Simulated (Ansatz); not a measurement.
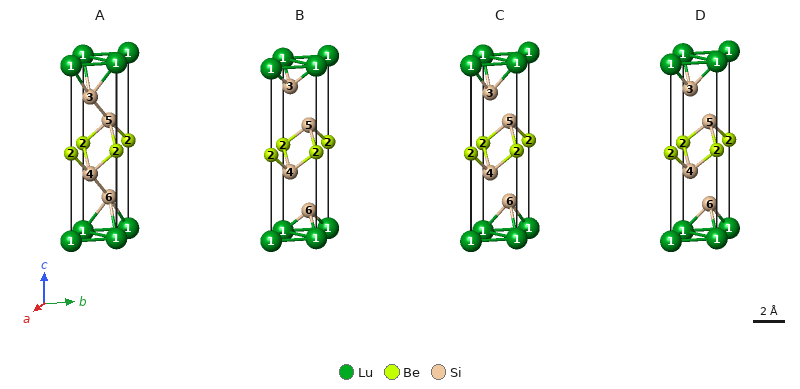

4 geometries from one relaxation of a crystal of LuBeSi4 (a generated structure, set up in P-3m1) (coarse preliminary run), in shuffled order. The picture is a ball-and-stick view of the cell of the calculation, seen slightly off an axis.

Method: Ansatz, DFT PBE, scalar-relativistic, plane waves, PAW. Set-up: plane-wave cutoff 420 eV; k-point mesh 6 × 6 × 2; occupations gaussian; smearing width 0.1 eV; no spin polarisation; cell and atoms relaxed; force threshold 0.04 eV/Å; at most 70 steps.

Question: Order the frames from highest to lowest energy.

Answer: B, D, C, A. They are steps 0, 2, 3, 9, at +7.531 eV per cell of the calculation, +2.095 eV per cell of the calculation, +0.812 eV per cell of the calculation relative to the last. After 8 accepted moves (9 points after the start) the energy has fallen by 7.531 eV per cell of the calculation. Largest force component: 8.8 eV/Å at the start, 0.0066 eV/Å at the end. Pressure: 32.05 GPa at the start and 0.18 GPa at the end. The SCF was repeated once at an unchanged geometry on a basis and grid sized afresh for the cell, which shifted the energy by 0.5 meV per cell of the calculation at most. The largest moves relative to the cell, 0.87 Å, are those of Si3 and Si6. Si6 goes along +c. Be and Lu stay in place. The volume changes by +2.6 %, with a = b 3.044 → 3.056 Å (+0.4 %), c 11.515 → 11.721 Å (+1.8 %). Among the contacts that change: Si3–Si5 3.363 → 2.550 Å, Lu1–Si3 2.294 → 2.960 Å, Be2–Si4 2.256 → 2.411 Å, Lu1–Lu1 3.044 → 3.056 Å. New bonds form: Si3–Si5 (3.36 → 2.55 Å), Si4–Si6 (3.36 → 2.55 Å). Among the angles between lasting bonds that change: Lu1–Si6–Lu1 83.1° → 62.2°, Si4–Be2–Si5 95.2° → 101.3°, Be2–Si5–Be2 84.8° → 78.7°. The space group stays P-3m1 (No. 164). The run took 19 s on 1 thread of Intel(R) Xeon(R) 6975P-C (Granite Rapids) (shared host), peak memory 0.44 GiB.
